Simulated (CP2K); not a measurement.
**S2F2 (Difluorodisulfane) at PM6**

What is the energy change on altering one bond length of S2F2 (Difluorodisulfane) at PM6? 

Program for the calculation: CP2K 2026.2.

5 further runs of the same task are left out: 5 that didn't finish.

## (1) The structure to begin with

S2F2: 4 atoms, total charge 0, spin state singlet. SMILES: `FSSF`. The coordinates come from a PBE0-D4/def2-TZVP relaxation.

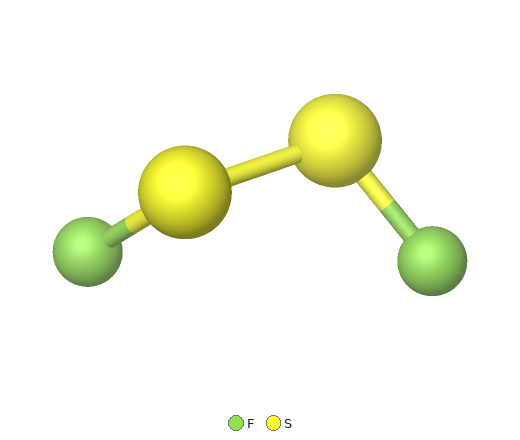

Viewed from a chosen angle; fluorine green, sulfur yellow.

## (2) The energy at PM6

run.inp

```
&GLOBAL
   PROJECT run
   RUN_TYPE ENERGY
   PRINT_LEVEL MEDIUM
&END GLOBAL

&FORCE_EVAL
   METHOD QUICKSTEP
   &DFT
      CHARGE 0
      MULTIPLICITY 1
      &QS
         METHOD PM6
         EPS_DEFAULT 1.0E-10
         &SE
            &COULOMB
               CUTOFF [angstrom] 50
               RC_RANGE [angstrom] 0
            &END COULOMB
            &EXCHANGE
               CUTOFF [angstrom] 50
               RC_RANGE [angstrom] 0
            &END EXCHANGE
         &END SE
      &END QS
      &POISSON
         PERIODIC NONE
         POISSON_SOLVER ANALYTIC
      &END POISSON
      &SCF
         SCF_GUESS ATOMIC
         EPS_SCF 1.0E-06
         MAX_SCF 100
         ADDED_MOS 4
         &DIAGONALIZATION
            ALGORITHM STANDARD
         &END DIAGONALIZATION
         &MIXING
            METHOD DIRECT_P_MIXING
            ALPHA 0.4
         &END MIXING
      &END SCF
      &PRINT
         &MOMENTS
            PERIODIC F
            REFERENCE COM
            MAX_MOMENT 1
         &END MOMENTS
         &MO ON
            ENERGIES T
            OCCUPATION_NUMBERS T
            NDIGITS 6
            &EACH
               QS_SCF 0
            &END EACH
            ADD_LAST NUMERIC
         &END MO
         &HIRSHFELD OFF
         &END HIRSHFELD
      &END PRINT
   &END DFT
   &SUBSYS
      &CELL
         ABC [angstrom] 19 17.1 18.1
         PERIODIC NONE
      &END CELL
      &COORD
         F     -1.783750    -0.199930    -0.621590
         S     -0.467670     0.764150    -0.632370
         S      1.044990    -0.276390    -0.184720
         F      1.206410    -0.287820     1.438680
      &END COORD
      &TOPOLOGY
         &CENTER_COORDINATES
         &END CENTER_COORDINATES
      &END TOPOLOGY
   &END SUBSYS
&END FORCE_EVAL
```

Run with:

```bash
$ OMP_NUM_THREADS=1 cp2k.psmp -i run.inp > run.out 2>&1
```

Log:

```text
CP2K| version string:                                       CP2K version 2026.2
[...]
 GLOBAL| Method name                                                        CP2K
[...]
 GLOBAL| Run type                                                         ENERGY
[...]
                             - Atoms:                                          4
[...]
                             - Spherical basis functions:                     26
[...]
 Number of electrons:                                                         26
[...]
     1 P_Mix/Diag. 0.40E+00    0.0     0.82917932       -44.6393998994 -4.46E+01
[...]
    23 DIIS/Diag.  0.90E-07    0.0     0.00000047       -47.4264038555 -1.59E-12
  *** SCF run converged in    23 steps ***
  Core-core repulsion energy [eV]:                           1361.77895038864494
  Core Hamiltonian energy [eV]:                             -2113.21539411661161
  Two-electron integral energy [eV]:                        -1078.20327304140801
  Electronic energy [eV]:                                   -2652.31703063731584
  Total energy [eV]:                                        -1290.53808024867089
  Atomic reference energy [eV]:                              1287.19825531508923
  Heat of formation [kcal/mol]:                               -77.01819873316904
[...]
 SE_DIPOLE| Moment [Debye]         -0.96646954      -0.81650462       1.36781373
 SE_DIPOLE| Derivative [a.u.]       0.00000000       0.00000000       0.00000000
 ENERGY| Total FORCE_EVAL ( QS ) energy [hartree]            -47.426403855522011
[...]
```

Wall time 0.22 s (1 thread of Arm Neoverse V2, shared host).

## (3) The distorted shape, same level

gas.inp

```
&FORCE_EVAL
  METHOD QS
  &DFT
    &QS
      METHOD PM6
      EPS_DEFAULT 1.0E-10
      &SE
        &COULOMB
          CUTOFF [angstrom] 50
          RC_RANGE [angstrom] 0
        &END COULOMB
        &EXCHANGE
          CUTOFF [angstrom] 50
          RC_RANGE [angstrom] 0
        &END EXCHANGE
      &END SE
    &END QS
    &POISSON
      PERIODIC NONE
      POISSON_SOLVER ANALYTIC
    &END POISSON
    &SCF
      SCF_GUESS ATOMIC
      EPS_SCF 1.0E-06
      MAX_SCF 100
      ADDED_MOS 4
      &DIAGONALIZATION
        ALGORITHM STANDARD
      &END DIAGONALIZATION
      &MIXING
        METHOD DIRECT_P_MIXING
        ALPHA 0.4
      &END MIXING
    &END SCF
    &PRINT
      &MOMENTS
        PERIODIC F
        REFERENCE COM
        MAX_MOMENT 1
      &END MOMENTS
      &MO ON
        ENERGIES T
        OCCUPATION_NUMBERS T
        NDIGITS 6
        &EACH
          QS_SCF 0
        &END EACH
        ADD_LAST NUMERIC
      &END MO
      &HIRSHFELD OFF
      &END HIRSHFELD
    &END PRINT
  &END DFT
  &SUBSYS
    &CELL
      ABC 19.1 17.1 19.4
      PERIODIC NONE
    &END CELL
    &COORD
      F     -1.912886    -0.190786    -1.920308
      S     -0.596806     0.773294    -1.931088
      S      0.915854    -0.267246    -1.483438
      F      1.206410    -0.287820     1.438680
    &END COORD
    &TOPOLOGY
      &CENTER_COORDINATES
      &END CENTER_COORDINATES
    &END TOPOLOGY
  &END SUBSYS
&END FORCE_EVAL
&GLOBAL
  PROJECT gas
  RUN_TYPE ENERGY
  PRINT_LEVEL MEDIUM
&END GLOBAL
```

Run with:

```bash
$ OMP_NUM_THREADS=1 cp2k.psmp gas.inp > gas.out
```

Log:

```text
CP2K| version string:                                       CP2K version 2026.2
[...]
 GLOBAL| Method name                                                        CP2K
[...]
 GLOBAL| Run type                                                         ENERGY
[...]
                             - Atoms:                                          4
[...]
                             - Spherical basis functions:                     26
[...]
 Number of electrons:                                                         26
[...]
     1 P_Mix/Diag. 0.40E+00    0.0     0.87662894       -44.8124572342 -4.48E+01
[...]
    40 DIIS/Diag.  0.96E-06    0.0     0.00000067       -47.2774755935 -4.16E-12
  *** SCF run converged in    40 steps ***
  Core-core repulsion energy [eV]:                           1176.66584986891644
  Core Hamiltonian energy [eV]:                             -2123.59472843636877
  Two-electron integral energy [eV]:                         -679.11331515242989
  Electronic energy [eV]:                                   -2463.15138601258377
  Total energy [eV]:                                        -1286.48553614366733
  Atomic reference energy [eV]:                              1287.19825531508923
  Heat of formation [kcal/mol]:                                16.43569584548153
[...]
 SE_DIPOLE| Moment [Debye]          1.22490392      -1.90652186       7.54861199
 SE_DIPOLE| Derivative [a.u.]       0.00000000       0.00000000       0.00000000
 ENERGY| Total FORCE_EVAL ( QS ) energy [hartree]            -47.277475593498792
[...]
```

It took 0.24 s on 1 thread of Arm Neoverse V2, shared host.

## (4) Outcome

Level: PM6.

| quantity | value |
| --- | --- |
| first shape: total energy | -47.42640 Eh |
| first shape: dipole moment | 1.86 D |
| first shape: HOMO energy | -10.01 eV |
| first shape: LUMO energy | -1.58 eV |
| first shape: HOMO–LUMO gap | 8.43 eV |
| first shape: heat of formation | -77.0 kcal/mol |
| distorted shape: total energy | -47.27748 Eh |
| distorted shape: dipole moment | 7.88 D |
| distorted shape: HOMO energy | -8.83 eV |
| distorted shape: LUMO energy | -4.13 eV |
| distorted shape: HOMO–LUMO gap | 4.70 eV |
| distorted shape: heat of formation | 16.4 kcal/mol |
| energy change with the S3–F4 bond stretched from 1.631 to 2.937 Å | 4.053 eV |

**Reading.** One bond (distorted shape) is far stretched, which a spin-restricted single reference describes badly. With the S3–F4 bond stretched from 1.631 to 2.937 Å the energy rises by 4.05 eV (391 kJ/mol). The first shape isn't relaxed at this level, so the change isn't measured from a minimum. A restricted reference can't describe the breaking bond well at this length.
